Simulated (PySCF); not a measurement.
**Geometry relaxation of CH8Ge2S**

- system: CH8Ge2S, SMILES [CH3][GeH2][S][GeH3]
- method: PBE0-D3(BJ)/def2-SVP geometry optimisation, gas phase (PySCF 2.14.0)

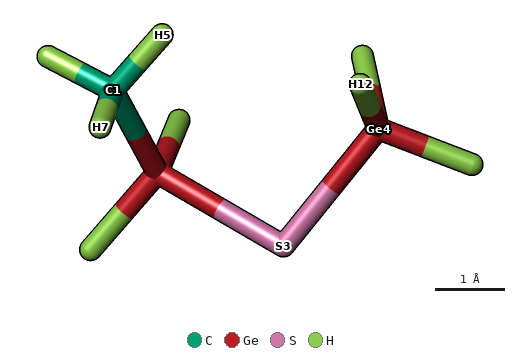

Fig. 1: The input geometry (stick view, seen at a tilt; atoms are numbered from 1 in the order of the input). Sticks mark near contacts.

### Key numbers

- outcome: converged
- total energy: −4593.773917 hartree
- dipole moment: 1.97 D
- point group: C1
- hardware: 1 CPU thread, shared host
- wall time: 46 s
- peak memory: 0.54 GiB

### Input
```
{"job": {"xc": "PBE0", "basis": "def2-SVP", "d3": "d3bj", "grid": 1, "shake": 0.01, "kind": "geom"}, "charge": 0, "multiplicity": 1}
C     -1.805040     0.208970    -0.037810
Ge    -0.590950    -1.258770     0.324760
S      1.237050    -0.568750     1.358520
Ge     2.062970     0.825170    -0.153980
H     -1.371840     0.948620    -0.728670
H     -2.740970    -0.135310    -0.501330
H     -2.075440     0.744490     0.882080
H     -0.176550    -1.954510    -0.959830
H     -1.172030    -2.281940     1.276060
H      1.844420     0.276420    -1.531770
H      3.478040     1.005100     0.142840
H      1.350040     2.162240    -0.079890
```

The first line tells a small driver script what to run in PySCF; the rest is the geometry in Å.

Command:
```bash
OMP_NUM_THREADS=1 python <driver script> task.json out
```

### Output
```
step   0  E = -4593.76970909  max force = 0.030446
step   1  E = -4593.77331745  max force = 0.009858
step   2  E = -4593.77390545  max force = 0.001858
step   3  E = -4593.77391732  max force = 0.000163
optimisation converged
```

### Trajectory as extended XYZ (Å, eV, eV/Å), 4 frames, from step=0 to step=3
```
12
Properties=species:S:1:pos:R:3:forces:R:3 step=0 energy=-125002.84084
C    -1.8050    0.2090   -0.0378   -0.2952   0.3729  -0.1217
Ge   -0.5909   -1.2588    0.3248   -0.0911   0.2182  -0.1399
S     1.2370   -0.5687    1.3585    0.3411   0.0230   0.3464
Ge    2.0630    0.8252   -0.1540   -1.3050  -0.0497   0.1652
H    -1.3718    0.9486   -0.7287    0.1545  -0.0858   0.0225
H    -2.7410   -0.1353   -0.5013   -0.0050  -0.1843  -0.0032
H    -2.0754    0.7445    0.8821    0.0744  -0.0485   0.1225
H    -0.1766   -1.9545   -0.9598    0.0824  -0.1581  -0.4092
H    -1.1720   -2.2819    1.2761   -0.2491  -0.2608   0.3137
H     1.8444    0.2764   -1.5318   -0.0643  -0.3657  -0.7068
H     3.4780    1.0051    0.1428    1.5656   0.1363   0.3465
H     1.3500    2.1622   -0.0799   -0.2082   0.4024   0.0639
12
Properties=species:S:1:pos:R:3:forces:R:3 step=1 energy=-125002.93903
C    -1.8222    0.3189   -0.0035    0.0771  -0.0689  -0.0149
Ge   -0.5916   -1.1674    0.3022   -0.0481  -0.1109   0.0260
S     1.2730   -0.4667    1.3418   -0.0932  -0.0240  -0.0859
Ge    2.0135    0.9641   -0.1940    0.3966   0.1171  -0.1145
H    -1.3771    1.0526   -0.6895    0.0141   0.0234  -0.0180
H    -2.7579   -0.0497   -0.4477   -0.0236  -0.0286  -0.0135
H    -2.0509    0.8186    0.9466    0.0047   0.0116   0.0497
H    -0.2018   -1.8496   -1.0376   -0.0356   0.0908   0.1526
H    -1.2035   -2.2079    1.2737    0.0814   0.1093  -0.1076
H     1.8066    0.3637   -1.6183    0.0478   0.1148   0.2723
H     3.5387    1.1588    0.1161   -0.5069  -0.0455  -0.1365
H     1.2790    2.3292   -0.1013    0.0857  -0.1891  -0.0096
12
Properties=species:S:1:pos:R:3:forces:R:3 step=2 energy=-125002.95503
C    -1.8144    0.3178   -0.0006    0.0032   0.0025  -0.0044
Ge   -0.5917   -1.1682    0.3048    0.0071   0.0087   0.0297
S     1.2742   -0.4721    1.3338   -0.0201  -0.0119  -0.0205
Ge    2.0112    0.9636   -0.1984    0.0955   0.0128   0.0064
H    -1.3676    1.0510   -0.6878   -0.0061  -0.0019   0.0061
H    -2.7516   -0.0510   -0.4439   -0.0005   0.0021   0.0039
H    -2.0395    0.8176    0.9520   -0.0014   0.0013  -0.0017
H    -0.2064   -1.8420   -1.0271    0.0063  -0.0022  -0.0150
H    -1.1954   -2.2032    1.2699    0.0027  -0.0053   0.0082
H     1.8107    0.3699   -1.6064    0.0007  -0.0061   0.0005
H     3.5080    1.1722    0.0974   -0.0671  -0.0067  -0.0196
H     1.2683    2.3090   -0.1051   -0.0204   0.0066   0.0066
12
Properties=species:S:1:pos:R:3:forces:R:3 step=3 energy=-125002.95535
C    -1.8134    0.3172    0.0042   -0.0006  -0.0040   0.0010
Ge   -0.5900   -1.1694    0.3063    0.0015   0.0080   0.0083
S     1.2791   -0.4743    1.3275   -0.0007  -0.0078  -0.0062
Ge    2.0115    0.9651   -0.2037   -0.0008   0.0083  -0.0015
H    -1.3689    1.0502   -0.6844   -0.0009  -0.0013   0.0021
H    -2.7522   -0.0511   -0.4361   -0.0006  -0.0002   0.0036
H    -2.0359    0.8179    0.9569   -0.0004  -0.0002   0.0013
H    -0.2085   -1.8422   -1.0281   -0.0003   0.0000  -0.0037
H    -1.1893   -2.2050    1.2740    0.0026  -0.0013   0.0031
H     1.8165    0.3680   -1.6106   -0.0002  -0.0039  -0.0077
H     3.5019    1.1844    0.0921    0.0084   0.0030   0.0004
H     1.2552    2.3037   -0.1097   -0.0081  -0.0007  -0.0005
```

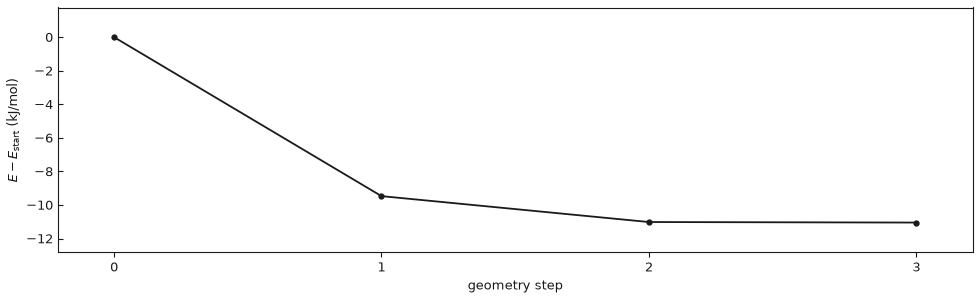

Fig. 2: Progress of the relaxation, step by step (steps are counted from 0).

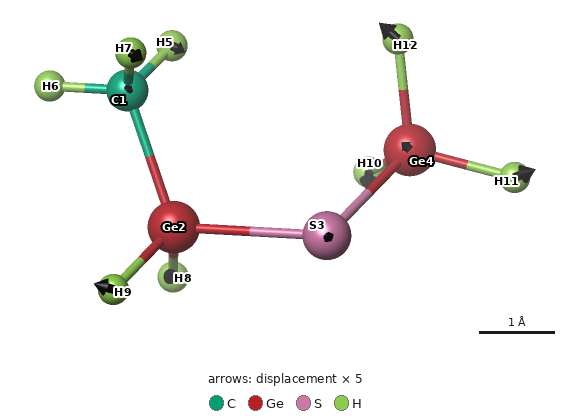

Fig. 3: The starting structure with the displacements as black arrows, magnified 5 times (ball-and-stick view, seen at a tilt). The two geometries are laid on each other by the best rigid fit. After 3 geometry steps the energy has fallen by 11.0 kJ/mol. The largest force component goes from 1.6 to 0.0084 eV/Å. H12 moves most after the best rigid fit: 0.068 Å. By element the largest moves are H 0.068 Å, Ge 0.031 Å, S 0.023 Å, C 0.018 Å. Distances before and after: Ge4–H11 1.457 → 1.535 Å, Ge4–H10 1.499 → 1.541 Å, Ge2–S3 2.211 → 2.240 Å, Ge2–H9 1.513 → 1.539 Å. Among the angles that change: H5–C1–H6 106.3° → 108.5°. (Atoms are counted from 1 in the order of the input.)
